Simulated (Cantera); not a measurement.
A closed system holds: 1 mol SiC, 0.16 mol H₂O, 130 mol N₂, 0.75 mol O₂, held at 1.00 bar.

Equilibrium computed with Cantera from the NASA thermochemical tables; the gas is ideal and each condensed phase is pure. Candidate condensed phases: C, C₆H₆, C₇H₈, C₈H₁₈, H₂O, Si, SiC, SiO₂, Si₂N₂O, Si₃N₄; 151 gas species. N₂ is the only nitrogen source here; it is nearly inert below about 1500 K, so the nitride shown seldom forms there in practice. Mutual solubility and eutectic melting of coexisting phases are not modelled. The tables hold silica as quartz up to 1696 K and as liquid above; real silica turns to tridymite and cristobalite and melts near 1996 K. Equilibrium is a limit: real reactors are often held back by kinetics, nucleation or transport.

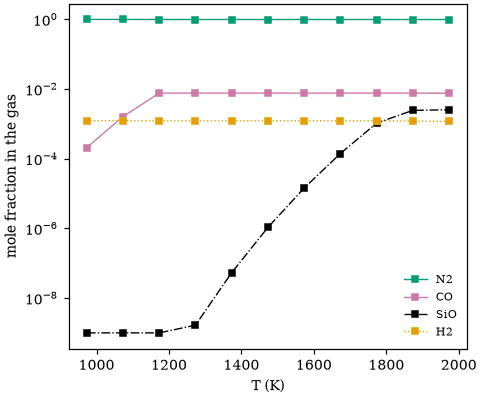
Figure. Equilibrium gas composition (values under 1e-9 drawn at 1e-9)

From 973 K to 1073 K the condensed part is C(graphite) + SiO₂(β-quartz) + Si₂N₂O(s). From 1173 K to 1673 K the condensed part is SiO₂(β-quartz) + Si₂N₂O(s). At 1773 K the condensed part is SiO₂(condensed) + Si₂N₂O(s). From 1873 K to 1973 K the condensed part is Si₂N₂O(s).
